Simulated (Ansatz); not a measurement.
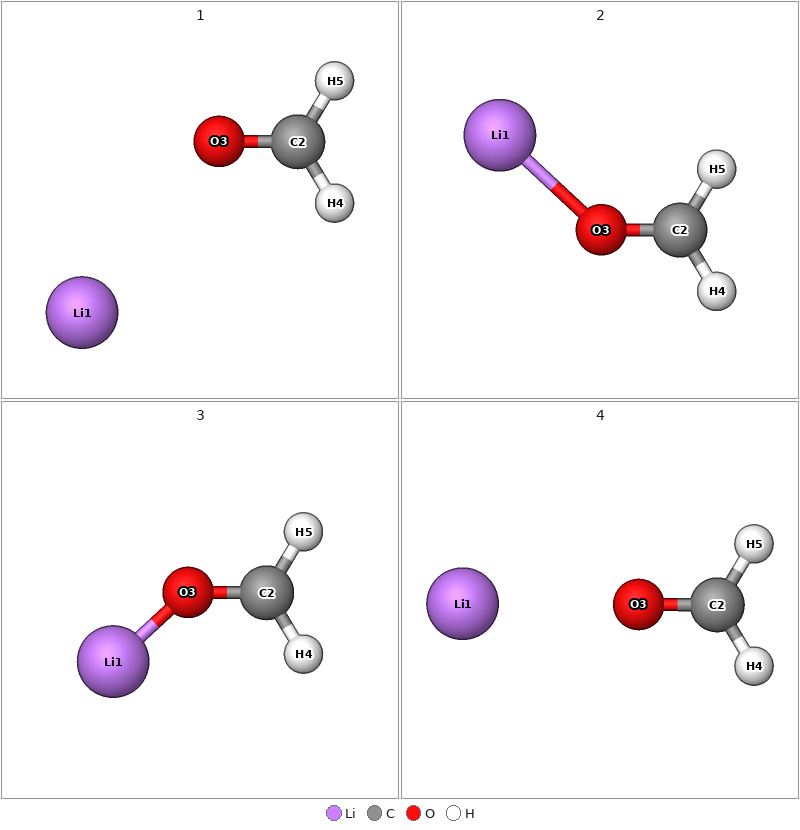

CH2LiO, charge +1. The turn is about an axis along (0.12, 0.99, −0.04) in the frame of the relaxed pair, normal to the line between the partners. The first coordinate is: distance O3···Li1; the second: turn of Li1 about O3. Grid: 15 × 15 points. Points are written as (first, second). All energies are given in kJ/mol relative to the lowest grid point. Level of theory: RHF/def2-TZVPD (Ansatz 0.2.0).

The numbered pictures are structures from this grid.

Rank them by energy, lowest first.

Answer. 2, at (2.106 Å, −42.9°): 26 kJ/mol; 3, at (1.556 Å, 42.9°): 44 kJ/mol; 4, at (2.679 Å, 0.0°): 69 kJ/mol; 1, at (3.346 Å, 51.4°): 112 kJ/mol.

The map, with the structures marked:

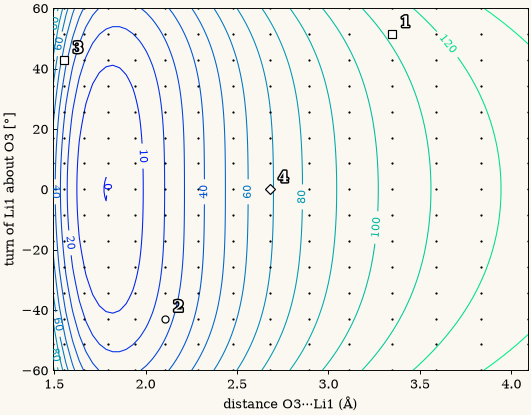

In the figure: contour lines labelled in kJ/mol, dots at the grid points. Between grid points the surface is interpolated.
